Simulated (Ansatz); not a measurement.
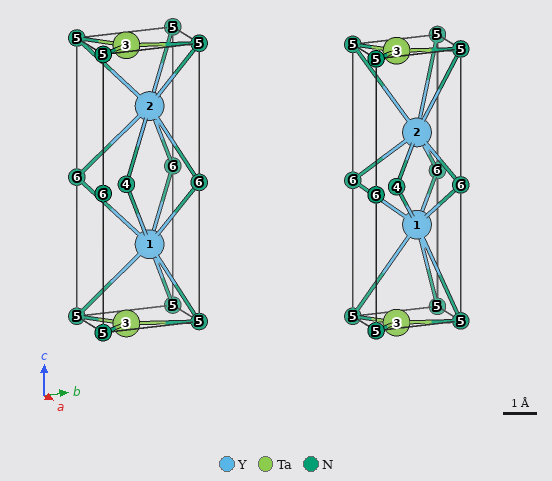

Two geometries of a crystal of Y2TaN3 (a generated structure, set up in P-6m2) (coarse preliminary run), drawn at one scale. One is the start of a relaxation, the other its converged end. The picture is a ball-and-stick view of the cell of the calculation, seen slightly off an axis.

Level of theory: DFT PBE, scalar-relativistic, plane waves, PAW in Ansatz. (plane-wave cutoff 420 eV; k-point mesh 6 × 6 × 2; occupations gaussian; smearing width 0.1 eV; no spin polarisation; cell and atoms relaxed; force threshold 0.04 eV/Å; at most 70 steps)

Question: Which of the two is the end point?

Answer: The right one is the relaxed one. The largest moves relative to the cell, 0.67 Å, are those of Y1 and Y2. Y1 goes along +c. N and Ta stay in place. The volume changes by −24.0 %, with a = b 4.015 → 3.541 Å (−11.8 %), c 8.746 → 8.547 Å (−2.3 %). Near-neighbour distances that change, for instance: Y1–Y2 4.344 → 2.901 Å, Y1–N4 3.177 → 2.507 Å, Y1–Y1 4.015 → 3.541 Å, Y1–Ta3 3.197 → 3.486 Å. Bond angles that change, for instance: Y1–N6–Y2 86.3° → 70.7°, N4–Y2–N6 93.7° → 109.3°, N4–Y2–N4 78.4° → 89.9°. The space group stays P-6m2 (No. 187). After 6 accepted moves (7 points after the start) the energy has fallen by 1104 meV per atom. Largest force component: 2.5 eV/Å at the start, 0.011 eV/Å at the end. Pressure: −21.09 GPa at the start and −0.14 GPa at the end. At 1 point the geometry stayed and the basis and grid were re-selected for the new cell (energy shift of 2.1 meV per atom at most each time).
